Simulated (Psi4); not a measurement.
# C2HF2Si (SMILES [C]#C[SiH](F)F) at 3 levels

Aim: a comparison of 3 runs (UBLYP/def2-SVPD, UPBE/def2-SVPD, USVWN5/def2-SVPD) of C2HF2Si. 

The results are computed with Psi4 1.11.

12 further runs of the same task are left out: 10 that didn't finish, 2 set aside as unsound or not needed.

## Step 1: The structure to begin with

C2HF2Si: 6 atoms, total charge 0, spin state doublet. As SMILES, `[C]#C[SiH](F)F`. Geometry: relaxed at PBE0-D4/def2-TZVP.

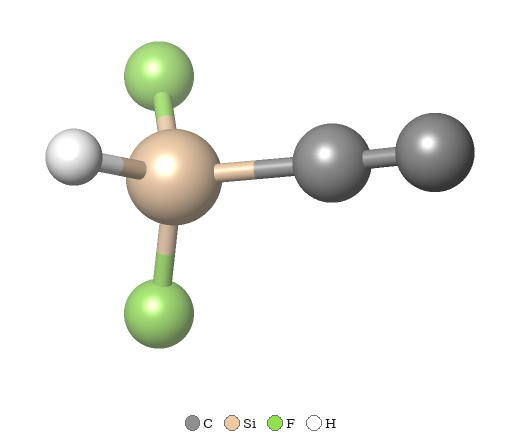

The structure, seen from a chosen angle (carbon grey, silicon light orange, fluorine green, hydrogen white).

## Step 2: Energy and forces at UBLYP/def2-SVPD (run 1)

The input, job.inp:

```
memory 1600 MB

molecule system {
  0 2
  C      0.858400    -2.085100     1.052200
  C      0.445300    -1.082600     0.512900
  Si    -0.183000     0.459200    -0.201300
  F     -1.479900     0.138200    -1.044000
  F      0.904100     1.043400    -1.187100
  H     -0.502800     1.463000     0.821300
  symmetry c1
  no_reorient
  no_com
}

set {
  reference uks
  puream true
  e_convergence 1e-09
  d_convergence 1e-08
  scf_type pk
  dft_radial_points 99
  dft_spherical_points 590
  maxiter 100
}

energy_value, wavefunction = gradient('blyp/def2-SVPD', return_wfn=True)
oeprop(wavefunction, 'DIPOLE', 'WIBERG_LOWDIN_INDICES', 'MAYER_INDICES')
print_variables()
```

Launch:

```sh
$ psi4 -i job.inp -o job.out -n 1
```

job.out:

```text
[...]
  Running in c1 symmetry.
[...]
  Nuclear repulsion =  202.612225752604843
[...]
  Multiplicity = 2
[...]
  Nalpha       = 23
  Nbeta        = 22
[...]
    Number of basis functions: 118
[...]
   @UKS iter   1:  -565.26149893752302   -1.20577e-01   7.33212e-03 DIIS/ADIIS
[...]
   @UKS iter  18:  -565.60671173003038   -1.13687e-12   5.12900e-09 DIIS
[...]
   @S^2 Observed:                7.655604443E-01
[...]
    Orbital Energies [Eh]
    ---------------------
    Alpha Occupied:
       1A    -65.588872     2A    -24.322327     3A    -24.322271
       4A    -10.010076     5A     -9.952481     6A     -5.163603
       7A     -3.588605     8A     -3.586668     9A     -3.583670
      10A     -1.104870    11A     -1.085202    12A     -0.706170
      13A     -0.548294    14A     -0.463732    15A     -0.456956
      16A     -0.437062    17A     -0.400900    18A     -0.394253
      19A     -0.383003    20A     -0.363508    21A     -0.332683
      22A     -0.296373    23A     -0.295783
    Alpha Virtual:
      24A     -0.070764    25A     -0.068827    26A      0.012097
[...]
  @UKS Final Energy:  -565.60671173003038
   => Energetics <=
    Nuclear Repulsion Energy =            202.6122257526048429
    One-Electron Energy =               -1184.1422593457668881
    Two-Electron Energy =                 468.8763890973965545
    DFT Exchange-Correlation Energy =     -52.9530672342649211
    Empirical Dispersion Energy =           0.0000000000000000
    VV10 Nonlocal Energy =                  0.0000000000000000
    Total Energy =                       -565.6067117300303835
[...]
  -Total Gradient:
     Atom            X                  Y                   Z
    ------   -----------------  -----------------  -----------------
       1       -0.015438913025     0.037484335757    -0.020048834984
       2        0.011999123106    -0.029083891671     0.015878837693
       3       -0.003896241520     0.003739607379    -0.042172448812
       4        0.035704316182     0.008288922240     0.022800036358
       5       -0.029652134168    -0.016535790225     0.026760628872
       6        0.001282084005    -0.003902760704    -0.003307681573
[...]
 Multipole Moments:
 ------------------------------------------------------------------------------------
     Multipole            Electronic (a.u.)      Nuclear  (a.u.)        Total (a.u.)
 ------------------------------------------------------------------------------------
 L = 1.  Multiply by 2.5417464519 to convert [e a0] to [Debye]
 Dipole X            :          0.8388884           -0.8027557            0.0361328
 Dipole Y            :          0.8973730           -0.9070685           -0.0096956
 Dipole Z            :         24.5116621          -23.9734436            0.5382185
 Magnitude           :                                                    0.5395172
[...]
```

Run time: 65 s. Hardware: 1 thread of Intel Xeon Platinum 8259CL at 2.50GHz (Skylake/Cascade Lake), shared host; peak memory 0.71 GiB.

## Step 3: Energy and gradient at UPBE/def2-SVPD (run 2)

The input, calc.py:

```python
import psi4

psi4.set_memory('1600 MB')
psi4.set_num_threads(1)
psi4.set_output_file('run.log', False)

mol = psi4.geometry("""
0 2
C      0.858400    -2.085100     1.052200
C      0.445300    -1.082600     0.512900
Si    -0.183000     0.459200    -0.201300
F     -1.479900     0.138200    -1.044000
F      0.904100     1.043400    -1.187100
H     -0.502800     1.463000     0.821300
symmetry c1
no_reorient
no_com
""")

options = {'basis': 'def2-SVPD', 'reference': 'uks', 'puream': True, 'e_convergence': 1e-09, 'd_convergence': 1e-08, 'scf_type': 'pk', 'dft_radial_points': 99, 'dft_spherical_points': 590, 'maxiter': 100}
psi4.set_options(options)

result, w = psi4.gradient('PBE', return_wfn=True)
print('gradient / Eh bohr^-1')
print(result.np.round(6))
print(f'energy = {w.energy():.10f} Eh')
for k, v in sorted(psi4.core.scalar_variables().items()):
    print(f'{k:45s} {v:18.10f}')
```

Launch:

```sh
$ python calc.py
```

run.log (excerpt; [...] marks lines left out):

```text
[...]
  Running in c1 symmetry.
[...]
  Nuclear repulsion =  202.612225752604843
[...]
  Multiplicity = 2
[...]
  Nalpha       = 23
  Nbeta        = 22
[...]
    Number of basis functions: 118
[...]
   @UKS iter   1:  -564.89711154813426   -1.48224e-01   6.91683e-03 ADIIS/DIIS
[...]
   @UKS iter  17:  -565.20752406834163   -3.75167e-12   7.25916e-09 DIIS
[...]
   @S^2 Observed:                7.727361848E-01
[...]
  @UKS Final Energy:  -565.20752406834163
   => Energetics <=
    Nuclear Repulsion Energy =            202.6122257526048429
    One-Electron Energy =               -1184.1925182601419237
    Two-Electron Energy =                 468.9110682390879674
    DFT Exchange-Correlation Energy =     -52.5382997998925134
    Empirical Dispersion Energy =           0.0000000000000000
    VV10 Nonlocal Energy =                  0.0000000000000000
    Total Energy =                       -565.2075240683416268
[...]
 Multipole Moments:
 ------------------------------------------------------------------------------------
     Multipole            Electronic (a.u.)      Nuclear  (a.u.)        Total (a.u.)
 ------------------------------------------------------------------------------------
 L = 1.  Multiply by 2.5417464519 to convert [e a0] to [Debye]
 Dipole X            :          0.8428467           -0.8027557            0.0400911
 Dipole Y            :          0.8873464           -0.9070685           -0.0197221
 Dipole Z            :         24.5140605          -23.9734436            0.5406169
 Magnitude           :                                                    0.5424600
[...]
  -Total Gradient:
     Atom            X                  Y                   Z
    ------   -----------------  -----------------  -----------------
       1       -0.015490006495     0.037608852998    -0.020114878922
       2        0.012726498751    -0.030846264195     0.016854242351
       3       -0.004401167135     0.005606768080    -0.038777984916
       4        0.033386368549     0.007913028681     0.021359432828
       5       -0.027833204156    -0.015340780674     0.025071636235
       6        0.001610682772    -0.004953910319    -0.004483350255
[...]
```

Standard output:

```text
gradient / Eh bohr^-1
[[-0.01549   0.037609 -0.020115]
 [ 0.012726 -0.030846  0.016854]
 [-0.004401  0.005607 -0.038778]
 [ 0.033386  0.007913  0.021359]
 [-0.027833 -0.015341  0.025072]
 [ 0.001611 -0.004954 -0.004483]]
energy = -565.2075240683 Eh
CURRENT ENERGY                                   -565.2075240683
CURRENT REFERENCE ENERGY                         -565.2075240683
DD SOLVATION ENERGY                                 0.0000000000
DFT FUNCTIONAL TOTAL ENERGY                      -565.2075240683
DFT TOTAL ENERGY                                 -565.2075240683
DFT VV10 ENERGY                                     0.0000000000
DFT XC ENERGY                                     -52.5382997999
GRID ELECTRONS ALPHA                               22.9999972245
GRID ELECTRONS BETA                                21.9999972247
GRID ELECTRONS TOTAL                               44.9999944492
NUCLEAR REPULSION ENERGY                          202.6122257526
ONE-ELECTRON ENERGY                             -1184.1925182601
PCM POLARIZATION ENERGY                             0.0000000000
PE ENERGY                                           0.0000000000
SCF ITERATION ENERGY                             -565.2075240683
SCF ITERATIONS                                     17.0000000000
SCF TOTAL ENERGY                                 -565.2075240683
TWO-ELECTRON ENERGY                               468.9110682391
XC GRID RADIAL POINTS                              99.0000000000
XC GRID SPHERICAL POINTS                          590.0000000000
XC GRID TOTAL POINTS                           337542.0000000000
```

Wall time 67 s (1 thread of Intel Xeon Platinum 8259CL at 2.50GHz (Skylake/Cascade Lake), shared host); peak memory 0.71 GiB.

## Step 4: Energy and gradient at USVWN5/def2-SVPD (run 3)

The input, job.inp:

```
memory 1600 mb

molecule molecule1 {
  0 2
  C      0.858400    -2.085100     1.052200
  C      0.445300    -1.082600     0.512900
  Si    -0.183000     0.459200    -0.201300
  F     -1.479900     0.138200    -1.044000
  F      0.904100     1.043400    -1.187100
  H     -0.502800     1.463000     0.821300
  symmetry c1
}

set {
  basis def2-SVPD
  reference uks
  puream true
  e_convergence 1e-09
  d_convergence 1e-08
  scf_type pk
  dft_radial_points 99
  dft_spherical_points 590
  maxiter 100
}

E = gradient('scf', dft_functional={"name": "SVWN5", "x_functionals": {"LDA_X": {}}, "c_functionals": {"LDA_C_VWN": {}}})
```

Launch:

```sh
$ psi4 job.inp job.out -n 1
```

job.out (excerpt; [...] marks lines left out):

```text
[...]
  Running in c1 symmetry.
[...]
  Nuclear repulsion =  202.612225752604843
[...]
  Multiplicity = 2
[...]
  Nalpha       = 23
  Nbeta        = 22
[...]
    Number of basis functions: 118
[...]
   @UKS iter   1:  -562.20212323911187   -1.10374e-01   6.87254e-03 ADIIS/DIIS
[...]
   @UKS iter  16:  -562.51618996482250   -3.06954e-12   3.09856e-09 DIIS
[...]
   @S^2 Observed:                7.705905653E-01
[...]
  @UKS Final Energy:  -562.51618996482250
   => Energetics <=
    Nuclear Repulsion Energy =            202.6122257526048429
    One-Electron Energy =               -1183.9602433855361596
    Two-Electron Energy =                 468.6072130738215265
    DFT Exchange-Correlation Energy =     -49.7753854057128109
    Empirical Dispersion Energy =           0.0000000000000000
    VV10 Nonlocal Energy =                  0.0000000000000000
    Total Energy =                       -562.5161899648225017
[...]
 Multipole Moments:
 ------------------------------------------------------------------------------------
     Multipole            Electronic (a.u.)      Nuclear  (a.u.)        Total (a.u.)
 ------------------------------------------------------------------------------------
 L = 1.  Multiply by 2.5417464519 to convert [e a0] to [Debye]
 Dipole X            :         -0.0268403            0.0584417            0.0316014
 Dipole Y            :         -0.2482337            0.2541966            0.0059629
 Dipole Z            :         -2.0189906            2.5806684            0.5616778
 Magnitude           :                                                    0.5625976
[...]
  -Total Gradient:
     Atom            X                  Y                   Z
    ------   -----------------  -----------------  -----------------
       1       -0.012813956643     0.031127827391    -0.016538916960
       2        0.012826665580    -0.031088926858     0.016997401598
       3       -0.005358342071     0.009881369454    -0.027667790727
       4        0.021997995077     0.005419927495     0.014665163670
       5       -0.018427390352    -0.009937957488     0.017128071077
       6        0.001773767034    -0.005410406247    -0.004656127501
[...]
```

Run time: 44 s. Hardware: 1 thread of Intel Xeon Platinum 8259CL at 2.50GHz (Skylake/Cascade Lake), shared host; peak memory 0.68 GiB.

## Step 5: All runs side by side

```csv
run,level,properties,energy (Eh),dipole moment (D),HOMO energy (eV),LUMO energy (eV),wall time
1,UBLYP/def2-SVPD,"(dipole, wiberg, mayer)",-565.606712,1.37,-7.74,-6.77,65 s
2,UPBE/def2-SVPD,–,-565.207524,1.38,-7.91,-6.63,67 s
3,USVWN5/def2-SVPD,–,-562.516190,1.43,-8.06,-7.22,44 s
```

## Step 6: Results

| quantity | value |
| --- | --- |
| run 3: total energy | -562.51619 Eh |
| run 3: dipole moment | 1.43 D |
| run 3: HOMO energy (highest over α and β) | -8.06 eV |
| run 3: LUMO energy (lowest over α and β) | -7.22 eV |
| run 3: ⟨S²⟩ | 0.771 |
| run 3: largest force on an atom | 1.938 eV/Å |

What this shows: The dipole moment (its size) runs from 1.37 D (UBLYP/def2-SVPD) to 1.43 D (USVWN5/def2-SVPD). Totals of different functionals can't be ranked against each other. All runs together took 3 min, the longest 67 s.
